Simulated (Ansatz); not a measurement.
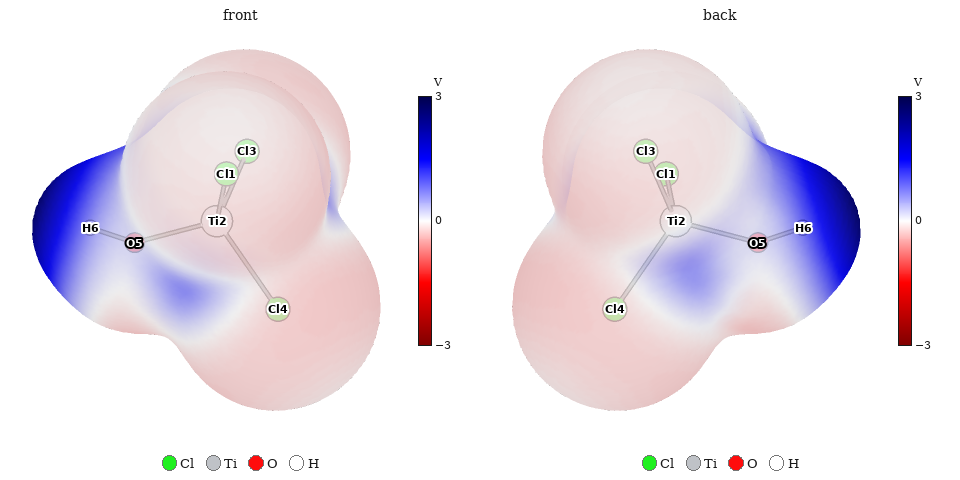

Figure 1: Cl3HOTi (SMILES Cl[Ti](Cl)(Cl)O). The molecular electrostatic potential painted on the density surface at 0.001 e/bohr³, seen from the front and from behind; the colour scale runs from red (negative) to blue (positive).

Geometry: PBE0-D4/def2-TZVP.

The calculation used isolated molecule in a Gaussian basis; Kohn-Sham density functional theory, functional rPW86x+PBEc in Ansatz.

Input file:

```
crystal:
  periodic: [false, false, false]
  atoms:
    - {symbol: Cl, position_ang: [-1.629250, -0.831330, 1.360800]}
    - {symbol: Ti, position_ang: [-0.080580, -0.347470, -0.093680]}
    - {symbol: Cl, position_ang: [1.757320, -1.362960, 0.488070]}
    - {symbol: Cl, position_ang: [-0.693400, -0.978720, -2.087950]}
    - {symbol: O, position_ang: [0.191890, 1.375840, -0.087440]}
    - {symbol: H, position_ang: [0.454040, 2.144630, 0.420190]}
basis:
  gaussian: {orbitals: def2-TZVPP, fitting: {mean_field: def2-universal-jfit.json}}
hamiltonian:
  xc:
    text: |
      exchange = rpw86_x
      correlation = pbe_c
accuracy: low
output: {orbitals: {seedname: orbitals}}
```

Command:

```sh
ansatz run molecule.yaml --threads 1 --pin off --max-ram 3480MiB --events-out events.jsonl --progress --plain --runs-dir runs
```

Question: Which sites attract a positive test charge, and which a negative one?

Answer: A positive charge is drawn to the negative regions and a negative charge to the positive ones. The most negative region (about −0.3 V) lies over Cl1, Cl3, Cl4 and O5, the most positive (about +2.7 V, or +62 kcal/mol for a unit charge) over H6.
